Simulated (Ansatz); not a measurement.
C₃H₉AlSi: several calculations on one system

**1. Relaxation**

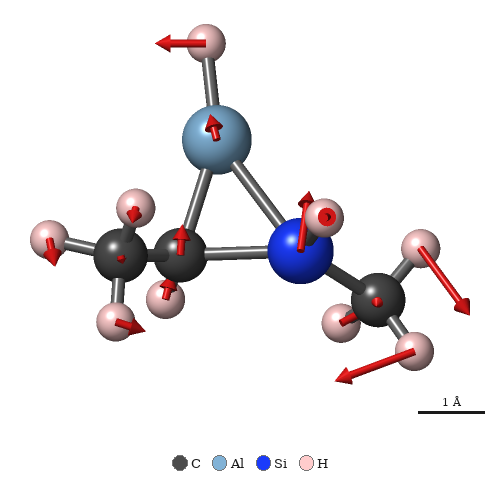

This is a relaxation of C3H9AlSi. The starting structure is drawn; red arrows show the displacements, 2 times their true length. The two geometries are superimposed by the best rigid fit.

The picture is a ball-and-stick view, seen at a tilt.

The run prepares an end point of a later path (torsion) calculation, from a guessed geometry.

The calculation used RKS PBE0-D4/STO-3G in Ansatz.

Input
```yaml
crystal:
  periodic: [false, false, false]
  atoms:
    - { symbol: C, position_ang: [-2.0289, 0.387, 0.493] }
    - { symbol: C, position_ang: [-0.6947, 0.6218, -0.1222] }
    - { symbol: Al, position_ang: [0.6468, 1.2852, 1.1115] }
    - { symbol: Si, position_ang: [0.4992, -0.8517, 0.0741] }
    - { symbol: C, position_ang: [1.778, -1.0592, -1.214] }
    - { symbol: H, position_ang: [-2.5797, 1.4336, 0.5694] }
    - { symbol: H, position_ang: [-2.0026, -0.0353, 1.4917] }
    - { symbol: H, position_ang: [-2.6446, -0.1985, -0.1934] }
    - { symbol: H, position_ang: [-0.6809, 1.0866, -1.0962] }
    - { symbol: H, position_ang: [1.3873, 2.3793, 2.0731] }
    - { symbol: H, position_ang: [0.2313, -1.8537, 1.1684] }
    - { symbol: H, position_ang: [1.6827, -2.0207, -1.6929] }
    - { symbol: H, position_ang: [2.7157, -0.9827, -0.7106] }
    - { symbol: H, position_ang: [1.6774, -0.2209, -1.9232] }
basis:
  gaussian: { orbitals: STO-3G }
hamiltonian:
  xc: pbe0
  dispersion: d4
relax:
  f_tol: 0.015
  max_steps: 40
output:
  orbitals: {}
```

Command:
```bash
ansatz run input.yaml --threads 1 --pin off --max-ram 2048MiB --backend cpu --events-out ev --progress --plain --runs-dir out
```

Which element moves most?

Hydrogen: up to 0.74 Å, against 0.53 Å for silicon.

What happened in the run?

The atom that moves furthest after the best rigid fit is H13 (0.74 Å). By element the largest moves are H 0.74 Å, Si 0.53 Å, C 0.24 Å, Al 0.22 Å. Among the contacts that change: Al3–Si4 2.380 → 2.194 Å, Al3–H10 1.634 → 1.501 Å, C1–H6 1.185 → 1.102 Å, Si4–H11 1.508 → 1.450 Å. Bond angles that change, for instance: Al3–Si4–C5 111.5° → 129.9°, C5–Si4–H11 124.1° → 108.8°, Al3–Si4–H11 106.9° → 120.7°. After 13 accepted moves (16 points after the start) the energy has fallen by 41.3 kcal/mol. The largest force component goes from 4.4 to 0.0077 eV/Å. The line search rejected the trial steps at points 4, 7, 11 of the run.

Limits of the set-up: STO-3G is a minimal basis, so the numbers are rough.

**2. Relaxation**

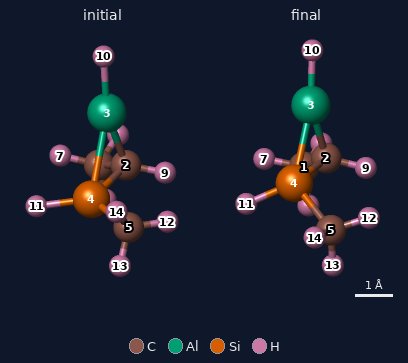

The structure of C$_{3}$H$_{9}$AlSi before (left) and after (right) a relaxation, at one scale.

Style: ball-and-stick. Shown from a free direction.

The run prepares an end point of a later path (torsion) calculation, from a guessed geometry.

Computed with RKS PBE0-D4/STO-3G (Ansatz). (no spin polarisation; force threshold 0.015 eV/Å; at most 40 steps)

### Describe what moved and what it gained.

After 10 accepted moves (11 points after the start) the energy has fallen by 175.5 kJ/mol. Largest force component: 4.4 eV/Å at the start, 0.0075 eV/Å at the end. The line search rejected the trial step at point 8 of the run. An H atom moves most after the best rigid fit: 0.72 Å. By element the largest moves are H 0.72 Å, Si 0.52 Å, C 0.23 Å, Al 0.21 Å. Near-neighbour distances that change, for instance: Al–Si 2.380 → 2.194 Å, Al–H 1.634 → 1.501 Å, C–H 1.185 → 1.102 Å, H–Si 1.508 → 1.450 Å. Bond angles that change, for instance: Al–Si–C 111.5° → 129.6°, C–Si–H 124.1° → 108.7°, Al–Si–H 106.9° → 121.0°.

Limits of the set-up: STO-3G is a minimal basis, so the numbers are rough.

**3. Path**

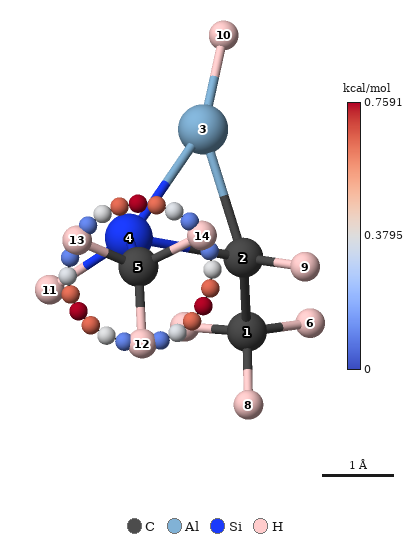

A search for the minimum-energy path of C3H9AlSi by the nudged elastic band. Images are numbered from 0 (start) to 8 (end). The start is drawn whole; smaller spheres mark the moving atoms (H) in the later images, joined by lines and coloured by the energy of the image relative to the start. A ball-and-stick model, seen from a free direction.

Method: Ansatz 0.2.0, RKS PBE0-D4/STO-3G. Set-up: 7 movable images; climbing image; force threshold 0.03 eV/Å; iteration limit 60; starting path by image-dependent pair potential.

**Describe the path and its energy.**

The motion is a rotation about the C–Si bond by about 120°. No bond forms or breaks between the ends. The two ends have the same energy, and the highest point, image 4, lies 0.76 kcal/mol above the start. The band is converged.

Limits of the set-up: STO-3G is a minimal basis, so the numbers are rough.
